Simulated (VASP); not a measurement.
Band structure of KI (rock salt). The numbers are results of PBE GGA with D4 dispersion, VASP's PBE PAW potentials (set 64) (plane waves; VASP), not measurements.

Unless said otherwise, spin-orbit coupling is left out, though it shifts the bands of the heavy elements here.

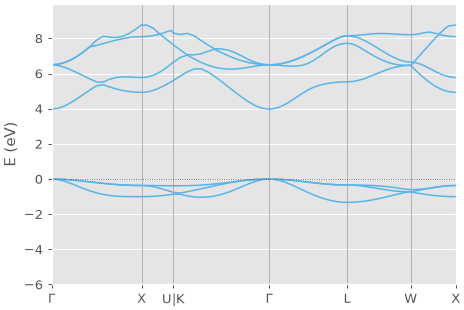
Bands along high-symmetry lines, zero at the valence-band maximum or, without a gap, the Fermi level

### Question
Read the plot: is there a gap, and where are the band edges?

### Answer
The gap is direct, 3.97 eV, from the valence maximum at Γ to the conduction minimum at Γ. (Edges off the drawn lines would not show.)

Measured: gap 6.10 eV (computed value off by -2.13 eV), as given by Aguado et al., (1998), arXiv:cond-mat/9809176.

The compound is KI in the rock salt structure. It was relaxed first.
